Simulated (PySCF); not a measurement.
SMILES F[Si](F)(F)[Si](F)(F)F (F6Si2), singlet at its PBE0/def2-SVP optimised geometry (Å):

```
8

F     -2.9586    -1.8773     1.8608
Si    -1.3588    -1.8822     1.8559
F     -0.8580    -3.4015     1.8528
F     -0.8497    -1.1874     3.2042
Si    -0.5471    -0.7588     0.0000
F     -1.0500    -1.4566    -1.3491
F     -1.0527     0.7588     0.0000
F      1.0527    -0.7588     0.0000
```

Level of theory: PySCF with PBE0/def2-TZVP.

Map of the Laplacian of the electron density (e/bohr⁵) on the plane z = 0.8 Å:

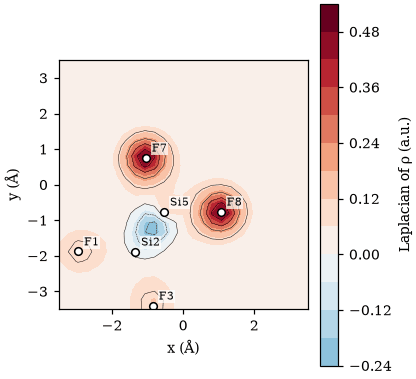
Figure: Laplacian of the electron density (e/bohr⁵) on the plane z = 0.8 Å.
